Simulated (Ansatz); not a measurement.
**triplet AlSnSiH7 at 6 levels**

Wanted: a comparison of 6 runs (UHF/def2-SVP, U-r2SCAN0/def2-SVP, U-wB97X/def2-SVP, UPBE-QIDH/def2-SVP, UMP2/def2-SVP, UBCCD(T)/def2-SVP) of triplet AlSnSiH7. 

Program for the calculation: Ansatz 0.2.0.

44 further runs of the same task are left out: 44 set aside as unsound or not needed.

**1. The system as given**

The species is AlSnSiH7 (10 atoms), meant as a triplet with charge 0. As SMILES of the parent species, `[SiH3][AlH][SnH3]`. Geometry: relaxed at PBE0-D4/def2-TZVP. That shape belongs to the parent species and isn't relaxed for this state.

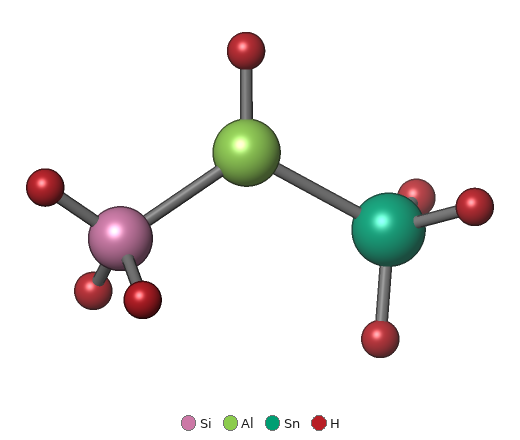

Viewed from a chosen angle; silicon pink, aluminium green, tin teal, hydrogen red.

**2. A single-point energy at UHF/def2-SVP (core potential) (run 1)**

job.yaml reads:

```yaml
crystal:
  periodic: [false, false, false]
  atoms:
    - {symbol: Si, position_ang: [-1.727600, 1.016900, -0.987400]}
    - {symbol: Al, position_ang: [0.630900, 0.366100, -0.771800]}
    - {symbol: Sn, position_ang: [1.403800, -1.143700, 1.279600]}
    - {symbol: H, position_ang: [-2.584500, -0.202700, -1.056000]}
    - {symbol: H, position_ang: [-2.025800, 1.852500, -2.183800]}
    - {symbol: H, position_ang: [-2.154500, 1.780100, 0.221500]}
    - {symbol: H, position_ang: [1.723200, 0.824500, -1.833100]}
    - {symbol: H, position_ang: [2.608000, -0.374300, 2.224600]}
    - {symbol: H, position_ang: [0.128400, -1.541500, 2.349800]}
    - {symbol: H, position_ang: [2.081400, -2.629000, 0.759800]}
basis:
  gaussian:
    orbitals: def2-SVP
magnetization:
  spin_polarized: true
  initial_magnetization: 2
hamiltonian:
  xc: hf
accuracy: high
output: {orbitals: {seedname: orbitals}}
```

Started as:

```bash
ansatz run job.yaml --threads 1 --pin off --max-ram 3480MiB --events-out events.jsonl --progress --plain --runs-dir runs
```

The program printed:

```text
Warning: RAYON_NUM_THREADS=1 ignored (pool sized by the plan → 1); use --threads N
Functional definition: HF
  name "HF"
  exchange = exact_x
  correlation = 0
2235 factors; integrals over basis functions are off by at most 3.6e-8 eV
mean field evaluation 1: about -20351.0607 eV, gradient 1.1e1 eV
mean field evaluation 2: about -20351.1400 eV, gradient 1.1e1 eV
mean field evaluation 4: about -20352.7666 eV, gradient 1.4e0 eV
mean field evaluation 8: about -20352.8071 eV, gradient 2.0e-1 eV
mean field evaluation 16: about -20352.8265 eV, gradient 6.1e-2 eV
mean field evaluation 32: about -20352.8270 eV, gradient 1.5e-5 eV
mean field evaluation 64: about -20352.6443 eV, gradient 6.4e-1 eV
mean field evaluation 96: about -20352.6050 eV, gradient 7.6e-1 eV
mean field evaluation 128: about -20352.8270 eV, gradient 2.3e-4 eV
mean field -20352.82696898 eV, -747.9525954685 hartree, gradient 6.0e-8 eV, S^2 2.017586; 1 other end points of the search recorded, 0 dependent functions left out
reference -20352.82696898 eV, -747.9525954685 hartree; 29, 27 occupied and 68, 70 virtual orbitals, 2235 factors
Total energy: -20352.82696898 eV, -747.9525954685 hartree
```

Run time: 16 s. Hardware: 1 thread of Intel Xeon Platinum 8259CL at 2.50GHz (Skylake/Cascade Lake), shared host; peak memory 0.43 GiB.

**3. The energy at U-r2SCAN0/def2-SVP (core potential) (run 2)**

in.yaml reads:

```yaml
crystal:
  periodic: [false, false, false]
  atoms:
    - {symbol: Si, position_ang: [-1.727600, 1.016900, -0.987400]}
    - {symbol: Al, position_ang: [0.630900, 0.366100, -0.771800]}
    - {symbol: Sn, position_ang: [1.403800, -1.143700, 1.279600]}
    - {symbol: H, position_ang: [-2.584500, -0.202700, -1.056000]}
    - {symbol: H, position_ang: [-2.025800, 1.852500, -2.183800]}
    - {symbol: H, position_ang: [-2.154500, 1.780100, 0.221500]}
    - {symbol: H, position_ang: [1.723200, 0.824500, -1.833100]}
    - {symbol: H, position_ang: [2.608000, -0.374300, 2.224600]}
    - {symbol: H, position_ang: [0.128400, -1.541500, 2.349800]}
    - {symbol: H, position_ang: [2.081400, -2.629000, 0.759800]}
basis:
  gaussian: {orbitals: def2-SVP}
magnetization: {spin_polarized: true, initial_magnetization: 2}
hamiltonian: {xc: {name: r2SCAN0}}
accuracy: high
output: {orbitals: {seedname: orbitals}}
```

Started as:

```bash
ansatz run in.yaml --threads 1 --pin off --max-ram 3480MiB --events-out events.jsonl --progress --plain --runs-dir runs
```

The program printed:

```text
Warning: RAYON_NUM_THREADS=1 ignored (pool sized by the plan → 1); use --threads N
Functional definition: r2SCAN0
  name "r2SCAN0"
  parameter a = 0.25
  parameter k0 = 0.174
  parameter k1 = 0.065
  parameter a1 = 4.9479
  exchange = (1 - a)*r2scan_x(k0 = k0, k1 = k1, a1 = a1) + a*exact_x
  correlation = r2scan_c
2235 factors; integrals over basis functions are off by at most 3.6e-8 eV
mean field evaluation 1: about -20410.3841 eV, gradient 8.4e0 eV
mean field evaluation 2: about -20410.6135 eV, gradient 6.8e0 eV
mean field evaluation 4: about -20411.0080 eV, gradient 6.3e-1 eV
mean field evaluation 8: about -20411.1195 eV, gradient 6.1e-2 eV
mean field evaluation 16: about -20411.1196 eV, gradient 2.4e-3 eV
mean field evaluation 32: about -20411.1196 eV, gradient 5.0e-7 eV
mean field -20411.11961703 eV, -750.0948107722 hartree, gradient 5.7e-8 eV, S^2 2.012806; 2 other end points of the search recorded, 0 dependent functions left out
reference -20411.11961996 eV, -750.0948108798 hartree; 29, 27 occupied and 68, 70 virtual orbitals, 2235 factors
Total energy: -20411.11961996 eV, -750.0948108798 hartree
```

Wall time 56 s (1 thread of Intel Xeon Platinum 8259CL at 2.50GHz (Skylake/Cascade Lake), shared host); peak memory 0.77 GiB.

Runs 3 to 5 aren't shown in full; the table further down has their settings and results.

**4. A single-point energy at UBCCD(T)/def2-SVP (core potential) (run 6)**

job.yaml, as its differences from that of step 2:

```diff
@@ -14,10 +14,6 @@
 basis:
-  gaussian:
-    orbitals: def2-SVP
-magnetization:
-  spin_polarized: true
-  initial_magnetization: 2
-hamiltonian:
-  xc: hf
+  gaussian: {orbitals: def2-SVP}
+magnetization: {spin_polarized: true, initial_magnetization: 2}
+correlation: {method: bccd_t, frozen_orbitals: {Al: 5, H: 0, Si: 5, Sn: 4}}
 accuracy: high
-output: {orbitals: {seedname: orbitals}}
+scf: {omitted_lower_state_checks: [cluster_reference, increment]}
```

Started as:

```bash
ansatz run job.yaml --threads 1 --pin off --max-ram 3480MiB --events-out events.jsonl --progress --plain --runs-dir runs
```

The program printed (excerpt; [...] marks lines left out):

```text
Warning: RAYON_NUM_THREADS=1 ignored (pool sized by the plan → 1); use --threads N
Functional definition: HF
  name "HF"
[...]
2235 factors; integrals over basis functions are off by at most 3.6e-8 eV
[...]
mean field -20352.82696898 eV, -747.9525954685 hartree, gradient 6.0e-8 eV, S^2 2.017586; 3 other end points of the search recorded, 0 dependent functions left out
14 core orbitals not correlated: weight in the atoms' cores, before any rotation towards them, 1.000 or more for the frozen orbitals, at most 0.000 for the correlated occupied ones
reference -20352.82696898 eV, -747.9525954685 hartree; 15, 13 occupied and 68, 70 virtual orbitals, 2235 factors
second order -7.59691309 eV of doubles, -0.00000000 eV of singles
cycle   1  -8.86202262 eV  change    -1.3e0 eV  update   9.9e-2
[...]
cycle  32  -9.39240801 eV  change   -1.6e-9 eV  update   3.3e-9
perturbative correction -0.29931636 eV, -0.0109996734 hartree
Total energy: -20362.51869336 eV, -748.3087597700 hartree
Checks for a lower state left out: cluster_reference, increment
```

Run time: 2.4 min. Hardware: 1 thread of Intel Xeon Platinum 8259CL at 2.50GHz (Skylake/Cascade Lake), shared host; peak memory 1.7 GiB.

**5. All runs side by side**

```csv
run,level,frozen core orbitals,energy (Eh),HOMO energy (eV),⟨S²⟩,wall time
1,UHF/def2-SVP (core potential),–,-747.952595,-6.09,2.018,16 s
2,U-r2SCAN0/def2-SVP (core potential),–,-750.094811,-4.51,2.013,56 s
3,U-wB97X/def2-SVP (core potential),–,-750.124756,-6.02,2.011,2.4 min
4,UPBE-QIDH/def2-SVP (core potential),14,-749.393746,-5.50,2.016,42 s
5,UMP2/def2-SVP (core potential),14,-748.231777,–,2.018,13 s
6,UBCCD(T)/def2-SVP (core potential),14,-748.308760,–,2.018,2.4 min
```

**6. Summary of results**

```
                                           quantity          value
                                run 6: total energy  -748.30876 Eh
run 6: correlation energy (14 core orbitals frozen)     -356.2 mEh
                              run 6: (T) correction     -11.00 mEh
           run 6: ⟨S²⟩ of the reference determinant          2.018
```

**Reading.** Below the UHF energy at the same shape and in the same basis (def2-SVP): UMP2 -279.2 mEh; UBCCD(T) -356.2 mEh. Totals of different functionals can't be ranked against each other. All runs together took 6.9 min, the longest 2.4 min.
